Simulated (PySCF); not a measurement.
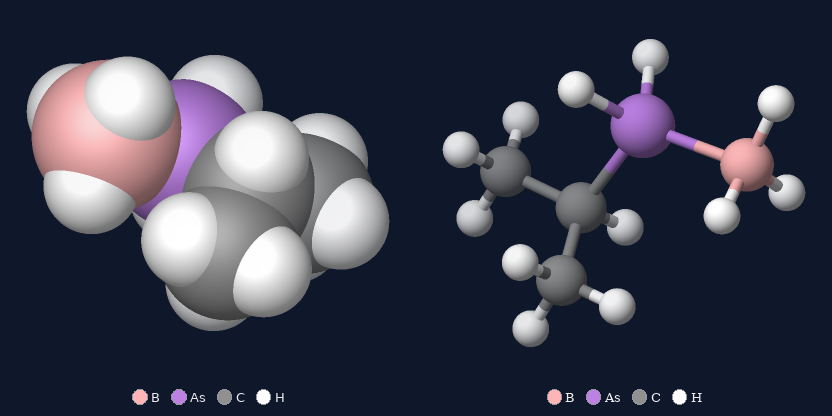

Both panels show the same species.

**Count the atoms of each element.**

C₃H₁₂AsB, 17 atoms: 3 carbon, 12 hydrogen, 1 arsenic and 1 boron.

**Name some functional groups or characteristic bonds that it holds.**

Among them: B–H bond.

The parts below concern this one geometry. Atoms keep their numbers from picture to picture. The computed structure is the end point of a PBE0-D3(BJ)/def2-SVP optimisation. No frequency run is at hand to confirm it as a minimum.

## Symmetry

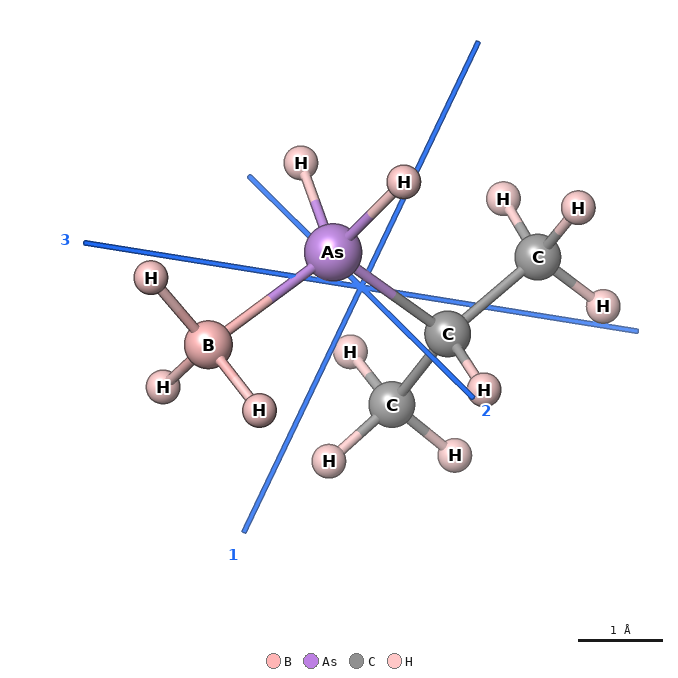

The three principal axes of inertia are drawn and numbered. Depth is shown by fading: the farther an atom, the more it takes the colour of the background. No frequency run is at hand to confirm it as a minimum. Masses are those of the most abundant isotopes; constants are for the rigid equilibrium geometry.

**Which line is the a axis (least moment of inertia), which b and which c?**

a is line 3, b is line 1, c is line 2; the moments are 97.6, 246, 313 u Å².

**Classify the rotor and give the rotational constants (GHz).**

An asymmetric top (C1): A = 5.18, B = 2.06, C = 1.61 GHz. Ray's parameter κ is −0.75, nearer the prolate limit.

## Electronic properties

No frequency run is at hand to confirm it as a minimum. Properties computed with CAM-B3LYP/def2-SVPD, gas phase (PySCF 2.14.0). Excitations: vertical, linear response.

Predict the main results.

- dipole moment: 4.81 D
- HOMO energy (Kohn–Sham orbital): −9.44 eV
- LUMO energy (Kohn–Sham orbital): 0.75 eV
- HOMO–LUMO gap: 10.19 eV
- mean static polarisability: 88.5 bohr³
- lowest vertical singlet excitation: 7.22 eV
- its oscillator strength: 0.015
- brightest of the 10 lowest singlets: 8.33 eV
- its oscillator strength: 0.08

## Quadrupole coupling

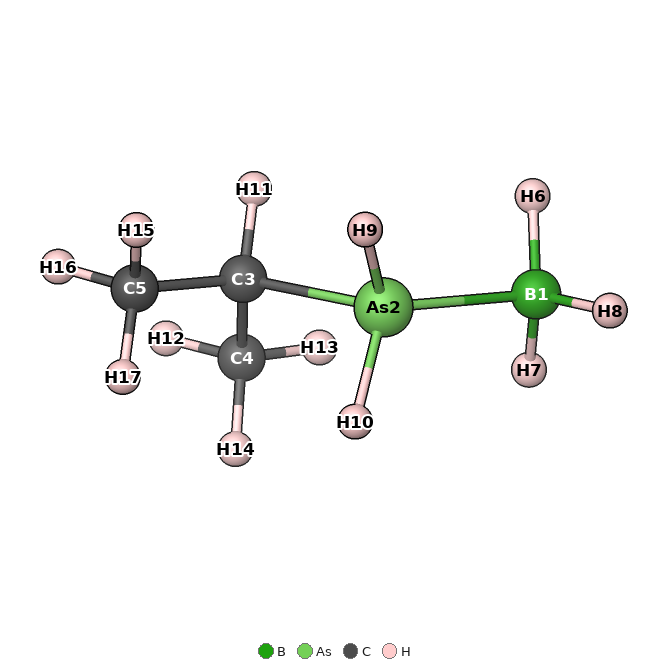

No frequency run is at hand to confirm it as a minimum. Electric field gradients from the ground-state density, B3LYP/pcJ-1 (pcSseg-1 on As) (PySCF 2.14.0), non-relativistic apart from any core potentials.

Give the largest field-gradient component, the quadrupole coupling constant and the asymmetry for 11B at B1 (Q = 40.59 mb), 75As at As2 (Q = 314 mb), 2H at H6 (Q = 2.86 mb), 2H at H7 (Q = 2.86 mb).

| atom | V_zz (a.u.) | e²qQ/h (MHz) | η |
| --- | --- | --- | --- |
| B1 | 0.240 | 2.28 | 0.03 |
| As2 | −2.291 | −169.0 | 0.12 |
| H6 | 0.192 | 0.129 | 0.08 |
| H7 | 0.193 | 0.129 | 0.07 |

## Core levels

No frequency run is at hand to confirm it as a minimum. Level of theory: delta-SCF UKS SCAN, pcX-2 on the ionised atom, pcseg-1 elsewhere, spin-free X2C (PySCF 2.14.0).

Give the core-electron binding energies (to vacuum) of B1 1s, C3 1s, C4 1s.

```csv
atom,level,binding energy (eV)
B1,1s,193.5
C3,1s,291.2
C4,1s,291.0
```
